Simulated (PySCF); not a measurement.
```xyz
14

C     2.8032   -0.4804    0.4477
C     1.7139   -0.9431    1.0325
O     0.4400   -0.5678    0.7859
Ge   -0.1396    0.6923   -0.3154
C    -2.0692    0.6180   -0.0505
C    -2.7696   -0.1878    0.7257
Cl   -2.8439    1.8169   -1.0257
H     2.7445    0.2777   -0.3184
H     3.7761   -0.8448    0.7171
H     1.7542   -1.7066    1.8022
H     0.4405    2.0279    0.0781
H     0.2419    0.3691   -1.7389
H    -2.2481   -0.9205    1.3186
H    -3.8446   -0.1513    0.7989
```

Geometry: GFN2-xTB.

All numbers below come from PBE0/def2-SVPD, SCF density, gas phase in PySCF 2.14.0.

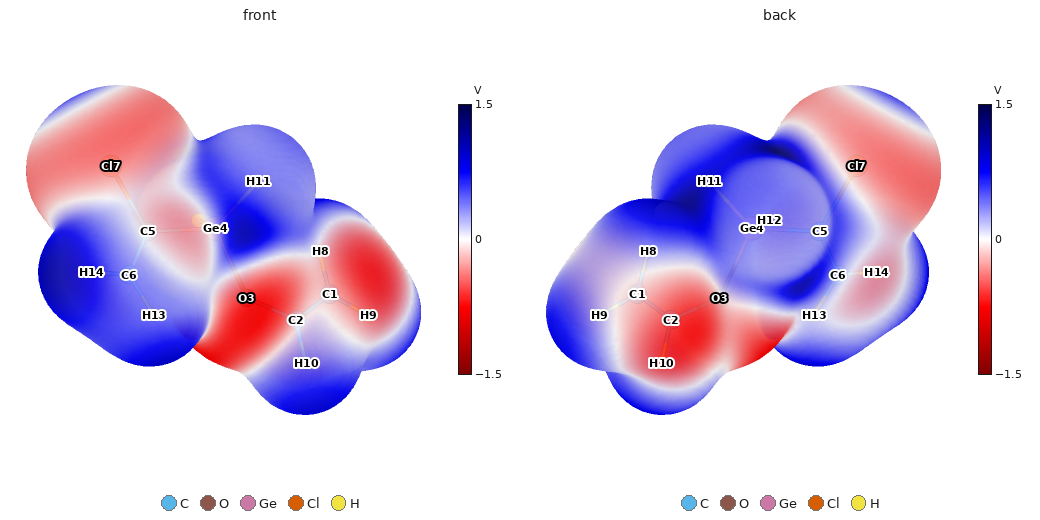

C₄H₇ClGeO. The electrostatic potential painted on the density surface at 0.002 e/bohr³, seen from the front and from behind; the colour scale runs from red (negative) to blue (positive).

Question: Describe the electrostatic potential map.

Answer: The most negative region (about −0.8 V) lies over C1 and O3, the most positive (about +1.2 V) over Ge4. Cl7 shows a σ-hole: about +0.5 V at the tip opposite its bond, against about −0.3 V on its flanks.

Question: What dipole moment does the calculation give?

Answer: Its dipole moment is 0.54 D.
